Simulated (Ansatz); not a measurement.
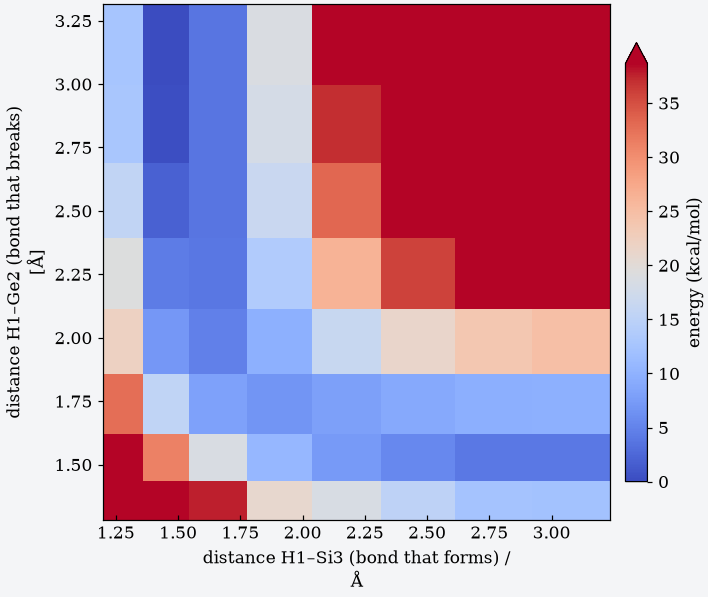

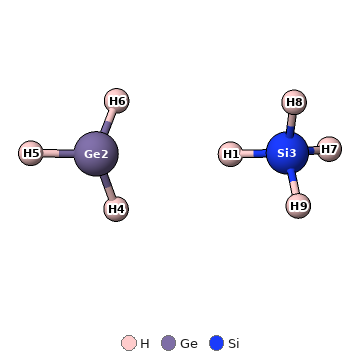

Energy landscape of the reacting system GeH₇Si (fragments GeH₄ + H₃Si where the first distance is long, H₄Si + GeH₃ where the second is long), spin multiplicity 2. First axis: distance H1–Si3 (bond that forms). Second axis: distance H1–Ge2 (bond that breaks). Relaxed at each point: all other coordinates. The grid has 8 × 8 points. Points are written as (first, second). All energies are given in kcal/mol relative to the lowest grid point. Energies and slopes of some neighbouring points disagree (a jump in structure or state, or too coarse a mesh). In part of the range the unrestricted reference is strongly spin-contaminated. Computed with UKS PBE0-D4/def2-SVP in Ansatz.

In the figure: one coloured cell a grid point, one colour for all values above the top of the scale. The second picture is the structure at the lowest point.

Where are the lowest and the highest points?

The lowest grid point is at (1.436 Å, 3.159 Å). It lies on the edge of the grid, but the force there points inwards, so the minimum lies inside the range. The energy also falls towards the edge at (3.078 Å, 1.517 Å) (4.0 kcal/mol above the lowest), where a further well may lie outside the range. The highest grid point, (3.078 Å, 3.159 Å), lies 79.8 kcal/mol above the lowest.

Time for the 64 points that were run: 28 min on 1 thread of Intel(R) Xeon(R) Platinum 8488C (Sapphire Rapids) (shared host).
